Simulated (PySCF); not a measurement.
Vertical excitations of a molecule C3H9AlO from TDA-PBE/def2-SVPD (PySCF), as energy in eV (oscillator strength): 5.10 (0.000), 5.80 (0.033), 6.20 (0.010), 6.36 (0.057), 6.45 (0.009), 6.65 (0.010), 6.75 (0.000), 6.85 (0.035), 6.94 (0.076), 7.08 (0.018). Lowest triplet (TDA): 4.77 eV. The structure is a stationary point at B3LYP-D3(BJ)/def2-SVP. Other conformers were not sampled.

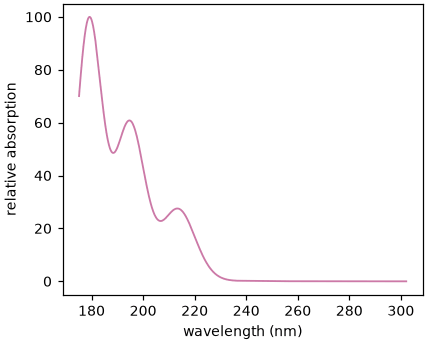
*The lines broadened by 0.4 eV.*

Pick the molecule that these values belong to.
(A) C[CH2][AlH][O]C
(B) CC[O][AlH][CH3]
(C) CC[CH2][AlH][OH]
(D) C[CH2][Al]([CH3])[OH]

C, CC[CH2][AlH][OH]
